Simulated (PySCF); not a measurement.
SMILES c1coc(-c2nccs2)c1 (C7H5NOS), singlet at its GFN2-xTB optimised geometry (Å):

```
15

C      1.2369    -2.7341    -0.0001
C      2.2316    -1.8010     0.0000
O      1.7246    -0.5616     0.0000
C      0.3781    -0.6830     0.0000
C     -0.4378     0.4879     0.0000
N     -1.7305     0.4879     0.0000
C     -2.2330     1.7377     0.0000
C     -1.3126     2.7395     0.0001
S      0.2808     2.0950     0.0000
C      0.0260    -2.0131     0.0000
H      1.3539    -3.7982    -0.0001
H      3.2998    -1.8925    -0.0001
H     -3.2998     1.8688     0.0000
H     -1.4722     3.7982     0.0001
H     -0.9722    -2.3971    -0.0001
```

Method: PBE0/def2-TZVP (PySCF).

Map of the electrostatic potential (hartree/e) on the plane z = 1.2 Å:

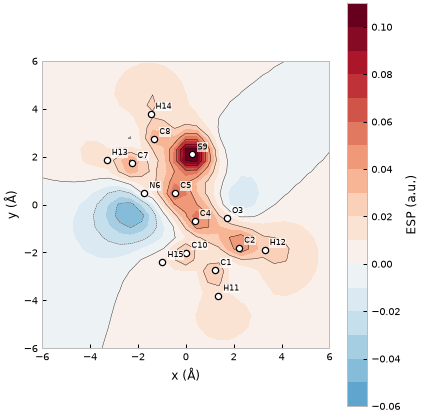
Fig. 1. Electrostatic potential (hartree/e) on the plane z = 1.2 Å.
